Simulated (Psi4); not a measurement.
# BH2F (SMILES BF) at B3LYP/6-31G (sweep point 3)

What is the vertical electron affinity of BH2F at B3LYP/6-31G (sweep point 3)? 

The calculation is run with Psi4 1.11.

## (1) Starting point

BH2F has 4 atoms, charge 0, and is taken as a singlet. SMILES: `BF`. The coordinates come from a PBE0-D4/def2-TZVP relaxation.

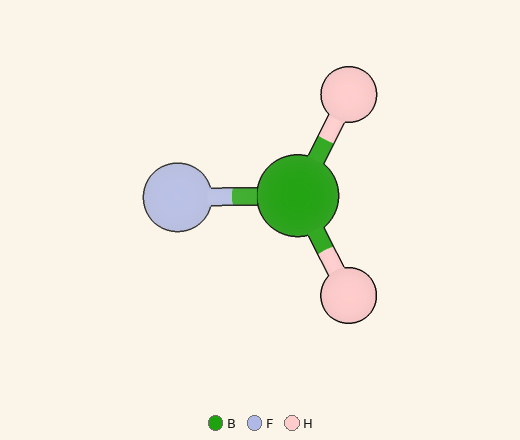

Viewed from a chosen angle; boron green, fluorine light blue, hydrogen pink.

## (2) A single-point energy at B3LYP/6-31G (sweep point 3)

calc.in

```
memory 1600 mb

molecule {
  0 1
  B     -0.05158952    -0.00755890    -0.05820356
  F      2.00537736    -0.56068174     1.22813301
  H     -1.91334770    -1.22662123     0.35186700
  H      0.06462863     1.68110036    -1.56015789
  units au
  symmetry c1
}

set {
  basis                6-31G
  puream               true
  scf_type             pk
  dft_radial_points    99
  dft_spherical_points 590
}

energy_value = energy("b3lyp")
```

Launch:

```console
psi4 -i calc.in -o calc.out -n 1
```

calc.out:

```text
[...]
  Running in c1 symmetry.
[...]
  Nuclear repulsion =   27.175758523276198
[...]
  Multiplicity = 1
[...]
  Nalpha       = 8
  Nbeta        = 8
[...]
    Number of basis functions: 22
[...]
   @RKS iter   1:  -125.86503256753814   -4.26274e-01   1.30473e-02 ADIIS/DIIS
[...]
   @RKS iter   6:  -125.89581373083449   -3.42259e-07   7.13288e-07 DIIS
[...]
    Orbital Energies [Eh]
    ---------------------
    Doubly Occupied:
       1A    -24.714962     2A     -6.824825     3A     -1.232275
       4A     -0.562323     5A     -0.482627     6A     -0.461860
       7A     -0.452233     8A     -0.330732
[...]
  @RKS Final Energy:  -125.89581373083449
   => Energetics <=
    Nuclear Repulsion Energy =             27.1757585232761976
    One-Electron Energy =                -227.1433110226321617
    Two-Electron Energy =                  86.4279435044771134
    DFT Exchange-Correlation Energy =     -12.3562047359556271
    Empirical Dispersion Energy =           0.0000000000000000
    VV10 Nonlocal Energy =                  0.0000000000000000
    Total Energy =                       -125.8958137308344902
[...]
 Multipole Moments:
 ------------------------------------------------------------------------------------
     Multipole            Electronic (a.u.)      Nuclear  (a.u.)        Total (a.u.)
 ------------------------------------------------------------------------------------
 L = 1.  Multiply by 2.5417464519 to convert [e a0] to [Debye]
 Dipole X            :          1.6148316           -1.8791707           -0.2643391
 Dipole Y            :         -0.4344077            0.5054210            0.0710133
 Dipole Z            :          1.0100729           -1.1752995           -0.1652266
 Magnitude           :                                                    0.3197153
[...]
```

Wall time 4.8 s (1 thread of AMD EPYC 7R43 (Zen 3), shared host); peak memory 0.34 GiB.

## (3) The doublet anion, same level

calc.dat

```
memory 1.6 GB

molecule geom {
  -1 2
  B     -0.05158952    -0.00755890    -0.05820356
  F      2.00537736    -0.56068174     1.22813301
  H     -1.91334770    -1.22662123     0.35186700
  H      0.06462863     1.68110036    -1.56015789
  units au
  symmetry c1
}

set {
  basis                6-31G
  reference            uks
  puream               true
  scf_type             pk
  dft_radial_points    99
  dft_spherical_points 590
  maxiter              150
}

energy("b3lyp")
```

Launch:

```console
psi4 -n 1 calc.dat calc.out
```

calc.out:

```text
[...]
  Running in c1 symmetry.
[...]
  Nuclear repulsion =   27.175758523276198
[...]
  Multiplicity = 2
[...]
  Nalpha       = 9
  Nbeta        = 8
[...]
    Number of basis functions: 22
[...]
   @UKS iter   1:  -125.71284969009945   -2.74091e-01   2.08414e-02 DIIS/ADIIS
[...]
   @UKS iter   8:  -125.82974425670233   -1.50409e-09   1.83616e-07 DIIS
[...]
   @S^2 Observed:                7.530913300E-01
[...]
    Orbital Energies [Eh]
    ---------------------
    Alpha Occupied:
       1A    -24.384830     2A     -6.453720     3A     -0.911646
       4A     -0.254410     5A     -0.171849     6A     -0.160742
       7A     -0.142580     8A     -0.024457     9A      0.178209
    Alpha Virtual:
      10A      0.405010    11A      0.412960    12A      0.507631
      13A      0.656997    14A      0.681896    15A      0.710526
      16A      0.910076    17A      1.227678    18A      1.283487
      19A      1.507771    20A      1.549114    21A      1.669546
      22A      2.247351
[...]
  @UKS Final Energy:  -125.82974425670233
   => Energetics <=
    Nuclear Repulsion Energy =             27.1757585232761976
    One-Electron Energy =                -232.2091029294516602
    Two-Electron Energy =                  91.8133927513405723
    DFT Exchange-Correlation Energy =     -12.6097926018674240
    Empirical Dispersion Energy =           0.0000000000000000
    VV10 Nonlocal Energy =                  0.0000000000000000
    Total Energy =                       -125.8297442567023268
[...]
 Multipole Moments:
 ------------------------------------------------------------------------------------
     Multipole            Electronic (a.u.)      Nuclear  (a.u.)        Total (a.u.)
 ------------------------------------------------------------------------------------
 L = 1.  Multiply by 2.5417464519 to convert [e a0] to [Debye]
 Dipole X            :          2.8160148           -1.8791707            0.9368441
 Dipole Y            :         -0.7574605            0.5054210           -0.2520394
 Dipole Z            :          1.7612554           -1.1752995            0.5859559
 Magnitude           :                                                    1.1333777
[...]
```

Wall time 7.5 s (1 thread of AMD EPYC 7R43 (Zen 3), shared host); peak memory 0.34 GiB.

## (4) What came out

Level: B3LYP/6-31G (sweep point 3).

```
                                         quantity          value
                       singlet BH2F: total energy  -125.89581 Eh
                      singlet BH2F: dipole moment         0.81 D
                        singlet BH2F: HOMO energy       -9.00 eV
                        singlet BH2F: LUMO energy       -1.16 eV
                      singlet BH2F: HOMO–LUMO gap        7.84 eV
                      doublet anion: total energy  -125.82974 Eh
doublet anion: HOMO energy (highest over α and β)        4.85 eV
 doublet anion: LUMO energy (lowest over α and β)        8.22 eV
                              doublet anion: ⟨S²⟩          0.753
vertical electron affinity (to the doublet anion)      -1.798 eV
```

The anion lies 1.80 eV (41 kcal/mol) above the neutral: the electron isn't bound at this level, and such a value depends on the basis. Without diffuse functions anions come out too high. The HOMO (doublet anion) lies at positive energy, 4.85 eV; only total energies tell whether the electron is bound.
